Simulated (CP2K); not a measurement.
**CH5BFNO (SMILES COB(N)F): GFN2-xTB**

Aim: the vertical ionisation energy of CH5BFNO at GFN2-xTB, from 2 runs. 

Program for the calculation: CP2K 2026.2.

5 further runs of the same task are left out: 1 that didn't finish, 4 set aside as unsound or not needed.

## (1) The structure to begin with

The species is CH5BFNO (10 atoms), meant as a singlet with charge 0. As SMILES, `COB(N)F`. Geometry: relaxed at PBE0-D4/def2-TZVP. This is one conformer, not always the lowest.

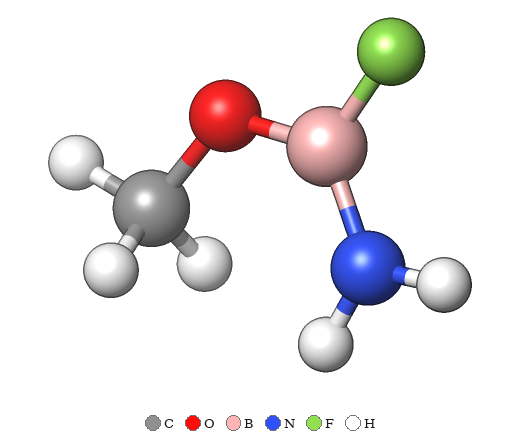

The structure, seen from a chosen angle (carbon grey, oxygen red, boron pink, nitrogen blue, fluorine green, hydrogen white).

## (2) A single-point energy at GFN2-xTB

Contents of calc.inp:

```
&global
 project calc
 run_type ENERGY
 print_level MEDIUM
&end
&force_eval
 method QS
 &dft
  ! Quickstep
  &qs
   method XTB
   eps_default 1.0E-10
   &xtb
    gfn_type TBLITE
    &tblite
     method GFN2
    &end
    check_atomic_charges F
   &end
  &end
  ! cluster boundary conditions
  &poisson
   periodic NONE
   poisson_solver ANALYTIC
  &end
  &scf
   scf_guess ATOMIC
   eps_scf 1.0E-07
   max_scf 150
   added_mos 4
   &diagonalization
    algorithm STANDARD
   &end
   &mixing
    method DIRECT_P_MIXING
    alpha 0.4
   &end
   &smear ON
    method FERMI_DIRAC
    electronic_temperature [K] 300
   &end
  &end
  &print
   &moments
    periodic F
    reference COM
    max_moment 1
   &end
   &mo ON
    energies T
    occupation_numbers T
    ndigits 6
    &each
     qs_scf 0
    &end
    add_last NUMERIC
   &end
   &hirshfeld OFF
   &end
  &end
 &end
 ! atoms, cell and kinds
 &subsys
  ! box in angstrom
  &cell
   abc 12.3 9.8 10.8
   periodic NONE
  &end
  &coord
   UNIT bohr
   C     -2.5199498     0.4969980    -0.9029111
   O     -0.1734769     0.2103265    -2.1136587
   B      1.9560555    -0.2679632    -0.7598589
   N      2.0581007    -0.5202416     1.8804665
   F      4.0939027    -0.5090922    -2.0885253
   H     -2.5035092     2.0926827     0.4172515
   H     -3.0600335    -1.2194403     0.1226432
   H     -3.9408349     0.8641718    -2.3481737
   H      0.5540677    -0.3683076     3.0224280
   H      3.6923359    -0.8753211     2.7756297
  &end
  &topology
   &center_coordinates
   &end
  &end
 &end
&end
```

On the command line:

```bash
$ OMP_NUM_THREADS=1 cp2k.psmp -i calc.inp > calc.out 2>&1
```

The log of the run:

```text
CP2K| version string:                                       CP2K version 2026.2
[...]
 GLOBAL| Method name                                                        CP2K
[...]
 GLOBAL| Run type                                                         ENERGY
[...]
                             - Atoms:                                         10
[...]
                             - Spherical basis functions:                     25
[...]
 Number of electrons:                                                         30
[...]
  *** SCF run converged in    16 steps ***
[...]
  Fermi energy:                                                -0.17096246213418
[...]
 TB_DIPOLE| Moment [Debye]         -2.05010206       0.09185585       2.84078758
 TB_DIPOLE| Derivative [a.u.]       0.00000000       0.00000000       0.00000000
[...]
 ENERGY| Total FORCE_EVAL ( QS ) energy [hartree]            -17.753675510451455
[...]
```

Wall time 0.39 s (1 thread of Arm Neoverse V1, shared host); peak memory 0.14 GiB.

## (3) The doublet cation, same level

Contents of qs.inp:

```
&GLOBAL
  PROJECT_NAME qs
  RUN_TYPE ENERGY
  PRINT_LEVEL MEDIUM
&END GLOBAL
&FORCE_EVAL
  METHOD Quickstep
  &DFT
    CHARGE 1
    MULTIPLICITY 2
    UKS T
    # Quickstep
    &QS
      METHOD XTB
      EPS_DEFAULT 1.0E-10
      &XTB
        GFN_TYPE TBLITE
        &TBLITE
          METHOD GFN2
        &END TBLITE
        CHECK_ATOMIC_CHARGES F
      &END XTB
    &END QS
    &POISSON
      PERIODIC NONE
      POISSON_SOLVER ANALYTIC
    &END POISSON
    &SCF
      SCF_GUESS ATOMIC
      EPS_SCF 1.0E-07
      MAX_SCF 150
      ADDED_MOS 4
      &DIAGONALIZATION
        ALGORITHM STANDARD
      &END DIAGONALIZATION
      &MIXING
        METHOD DIRECT_P_MIXING
        ALPHA 0.4
      &END MIXING
      &SMEAR ON
        METHOD FERMI_DIRAC
        ELECTRONIC_TEMPERATURE [K] 300
        FIXED_MAGNETIC_MOMENT 1.0
      &END SMEAR
    &END SCF
    &PRINT
      &MOMENTS
        PERIODIC F
        REFERENCE COM
        MAX_MOMENT 1
      &END MOMENTS
      &MO ON
        ENERGIES T
        OCCUPATION_NUMBERS T
        NDIGITS 6
        &EACH
          QS_SCF 0
        &END EACH
        ADD_LAST NUMERIC
      &END MO
      &HIRSHFELD OFF
      &END HIRSHFELD
    &END PRINT
  &END DFT
  # atoms, cell and kinds
  &SUBSYS
    # box in angstrom
    &CELL
      ABC 12.3 9.8 10.8
      PERIODIC NONE
    &END CELL
    &COORD
      UNIT bohr
      C     -2.5199498     0.4969980    -0.9029111
      O     -0.1734769     0.2103265    -2.1136587
      B      1.9560555    -0.2679632    -0.7598589
      N      2.0581007    -0.5202416     1.8804665
      F      4.0939027    -0.5090922    -2.0885253
      H     -2.5035092     2.0926827     0.4172515
      H     -3.0600335    -1.2194403     0.1226432
      H     -3.9408349     0.8641718    -2.3481737
      H      0.5540677    -0.3683076     3.0224280
      H      3.6923359    -0.8753211     2.7756297
    &END COORD
    &TOPOLOGY
      &CENTER_COORDINATES
      &END CENTER_COORDINATES
    &END TOPOLOGY
  &END SUBSYS
&END FORCE_EVAL
```

On the command line:

```bash
$ OMP_NUM_THREADS=1 cp2k.psmp -i qs.inp -o qs.out
```

The log of the run:

```text
CP2K| version string:                                       CP2K version 2026.2
[...]
 GLOBAL| Method name                                                        CP2K
[...]
 GLOBAL| Run type                                                         ENERGY
[...]
                             - Atoms:                                         10
[...]
                             - Spherical basis functions:                     25
[...]
 Number of electrons:                                                         15
[...]
  *** SCF run converged in    23 steps ***
[...]
  Fermi energy:                                                -0.54488374022807
[...]
 TB_DIPOLE| Moment [Debye]         -4.78937892       0.36906722       4.89478968
 TB_DIPOLE| Derivative [a.u.]       0.00000000       0.00000000       0.00000000
[...]
 ENERGY| Total FORCE_EVAL ( QS ) energy [hartree]            -17.211296385984312
[...]
```

Wall time 0.43 s (1 thread of Arm Neoverse V1, shared host); peak memory 0.14 GiB.

## (4) Summary of results

At GFN2-xTB:

| quantity | value |
| --- | --- |
| singlet CH5BFNO: total energy | -17.75368 Eh |
| singlet CH5BFNO: dipole moment (from atomic charges alone) | 3.50 D |
| singlet CH5BFNO: HOMO energy | -11.19 eV |
| singlet CH5BFNO: LUMO energy | -3.76 eV |
| singlet CH5BFNO: HOMO–LUMO gap | 7.44 eV |
| singlet CH5BFNO: dispersion energy | -10.68 kJ/mol |
| doublet cation: total energy | -17.21130 Eh |
| doublet cation: HOMO energy (highest over α and β) | -18.23 eV |
| doublet cation: LUMO energy (lowest over α and β) | -18.11 eV |
| doublet cation: dispersion energy | -8.70 kJ/mol |
| vertical ionisation energy (to the doublet cation) | 14.759 eV |

**Reading.** Removing an electron at fixed nuclei costs 14.76 eV (340 kcal/mol). No empirical shift is applied, and without it xTB methods put this difference several eV too high. The dipole (singlet CH5BFNO) comes from point charges on the atoms alone, without atomic dipoles, so it is partial.
